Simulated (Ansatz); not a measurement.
# LiAuS2: the cost of one run

Program: Ansatz 0.2.0. Level of theory: DFT LDA+U (U_eff = 2 eV on Au d), plane waves, PAW, no spin–orbit coupling unless a run says so. These are calculated values, not measurements.

## 1. The starting structure

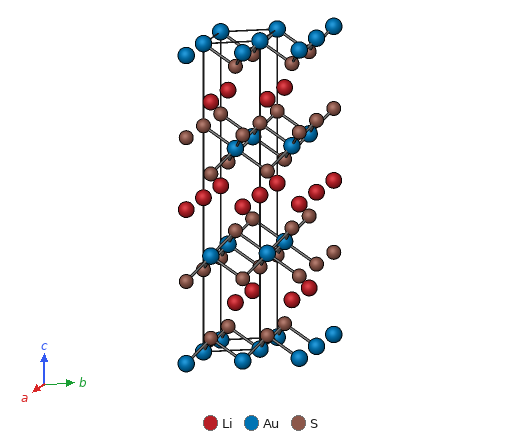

Start, viewed slightly off an axis; lithium red, gold blue, sulfur brown. 2×2×1 cells are drawn. Atoms on the faces are drawn again on the opposite ones. The cell drawn here is the conventional one.

Structure file:

```cif
data_structure
_symmetry_space_group_name_H-M 'P 1'
_symmetry_Int_Tables_number 1
_cell_length_a 7.2701
_cell_length_b 7.2701
_cell_length_c 7.2701
_cell_angle_alpha 30.436
_cell_angle_beta 30.436
_cell_angle_gamma 30.436
_cell_volume 87.40
loop_
_atom_site_label
_atom_site_type_symbol
_atom_site_fract_x
_atom_site_fract_y
_atom_site_fract_z
_atom_site_occupancy
Li1 Li 0.50000 0.50000 0.50000 1
Au1 Au 0.00000 0.00000 0.00000 1
S1 S 0.26670 0.26670 0.26670 1
S2 S 0.73330 0.73330 0.73330 1
```

An earlier series on this cell reached its lowest free state from «total moment held at first, then free, 1.00 μB per cell», perhaps among other starts (it ended with site moments under 0.05 μB).

## 2. Site moments held (series factor 0.3; the input gives the size)

File input.yaml:

```yaml
crystal:
  lattice:
    - [1.90837258, 1.10179942, 6.9281207]
    - [-1.90837258, 1.10179942, 6.9281207]
    - [0.0, -2.20359885, 6.9281207]
  atoms:
    - { symbol: Li, position: [0.5, 0.5, 0.5] }
    - { symbol: Au, position: [0.0, 0.0, 0.0], spin: 0.6 }
    - { symbol: S, position: [0.2667, 0.2667, 0.2667] }
    - { symbol: S, position: [0.7333, 0.7333, 0.7333] }
basis:
  ecutwfc: 420
  ecutrho_ratio: 4
kpoints:
  mp_grid: { grid: [6, 6, 6] }
hamiltonian:
  xc: lda
  hubbard: { sites: [{ site: 1, l: d, u_eff: 2.0 }] }
scf:
  occupations: { method: gaussian, width: 0.05 }
  lower_state_search: "off"
  max_iter: 150
output:
  forces: true
  stress: true
  eigenvalues: true
  populations: true
  hubbard: { sites: [{ site: 1, l: d }] }
magnetization:
  spin_polarized: true
  spin_locking: { lock_spins: true }
```

The lock stays on to the end, so the result is a constrained state unless its moments die out.

Command:

```
ansatz run input.yaml --threads 2 --pin off --max-ram 3072MiB --backend cpu --events-out ev --progress --plain --runs-dir out
```

**Question.** How long does this run take on 2 threads of Intel Xeon Platinum 8488C (Sapphire Rapids), shared host, and how much memory does it need?

About 9 s, with a peak of 0.52 GiB.
